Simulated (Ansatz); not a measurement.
# Pressure series in Mo

The reference is Mo in the bcc (W type) structure (space group Im-3m, No. 229; a = 3.161 Å).

Cell and atoms are relaxed at each pressure.

Levels (all Ansatz, an electronic-structure program, PAW, earlier PAW set): PBE (420 eV, no SOC); r2SCAN (500 eV, without spin-orbit coupling).

The base cell above is that of PBE; each level relaxes its own structures.

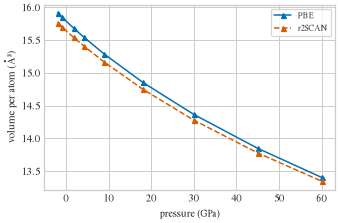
Figure: Volume per atom under two levels

### Question
How do the two levels compare along the series?

### Answer
PBE lies above r2SCAN in every row, by 0.06 Å³ to 0.15 Å³. They put the cases in the same order.

Load acts through the strain it causes; cell and atoms are relaxed under it. Stability against distortions was not tested. Competing high-pressure phases were not computed. All final runs are without spin polarisation.
